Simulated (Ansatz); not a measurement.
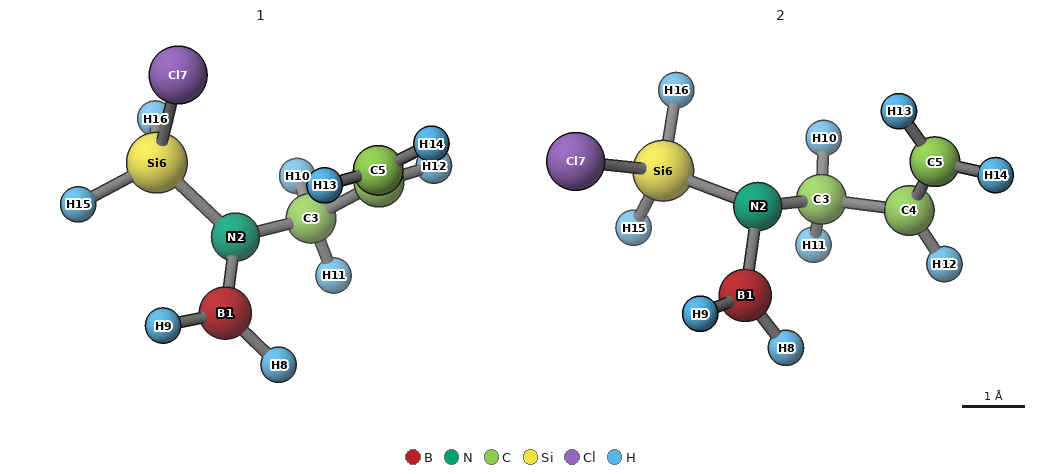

Two geometries of C₃H₉BClNSi (coarse preliminary run), drawn at one scale. One is the start of a relaxation, the other its converged end. Style: ball-and-stick. Shown at a tilt.

Theory: RKS PBE-D4/def2-SVP (Ansatz). (force threshold 0.03 eV/Å; at most 200 steps)

> Which one is relaxed?

Structure 1 is the relaxed one. The start comes from a force field. Over 29 accepted moves (30 points after the start) the energy falls by 121.0 kJ/mol. Largest force component: 2.8 eV/Å at the start, 0.026 eV/Å at the end. The line search rejected the trial step at point 14 of the run. The atom that moves furthest after the best rigid fit is Cl7 (2.46 Å). By element the largest moves are Cl 2.46 Å, H 1.72 Å, N 0.76 Å, C 0.70 Å, B 0.40 Å, Si 0.32 Å. Some distances before and after: B1–N2 1.512 → 1.415 Å, B1–H8 1.165 → 1.218 Å, C3–C4 1.548 → 1.507 Å, Si6–H16 1.460 → 1.500 Å. Bond angles that change, for instance: B1–N2–Si6 106.7° → 119.9°, B1–N2–C3 109.8° → 120.9°, C3–N2–Si6 109.7° → 119.2°. Groups turn about C3–C4 by about 65°. The run took 78 s on 4 threads of Arm Neoverse V1, on a shared host.
